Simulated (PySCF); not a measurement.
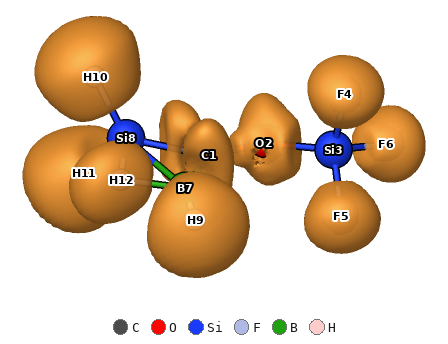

CH$_{4}$BF$_{3}$OSi$_{2}$. Isosurface of the electron localisation function at 0.75 (orange), seen at an oblique angle. Only the valence region is drawn (cores and ρ < 0.01 e/Å³ removed).

Geometry: PBE0-D3(BJ)/def2-SVP.

The calculation used PBE0/pcSseg-1, SCF density, gas phase, non-relativistic in PySCF 2.14.0.

```xyz
12

C    -0.3084    0.2671    0.1387
O     0.8856    0.8840    0.3603
Si    2.3064    0.2731   -0.1529
F     2.7295   -1.0145    0.6832
F     2.2612   -0.1479   -1.6893
F     3.4126    1.3960    0.0489
B    -0.8955   -0.7216   -0.7135
Si   -1.9682    0.3346    0.7988
H    -0.7919   -1.5132   -1.6082
H    -2.4155   -0.3467    2.0524
H    -2.9722    1.3823    0.4407
H    -2.2052   -0.8210   -0.3421
```

> Where are the electrons localised?

At this value the surface marks out four regions around hydrogen nuclei, one region on O in which the atom's valence shell and bonds are merged, three regions wrapped around F (its lone pairs, merged into a ring or cap) and one joined region spread over several atoms (B, C, Si), in which their bonds and any lone pairs are merged. Along the contacts the grid gives the following. C–O (1.36 Å): the ELF peaks at about 0.85 between the atoms: a shared but strongly polarised pair. C–B (1.43 Å): the ELF peaks at about 0.90 between the atoms, as expected for a covalent bond.
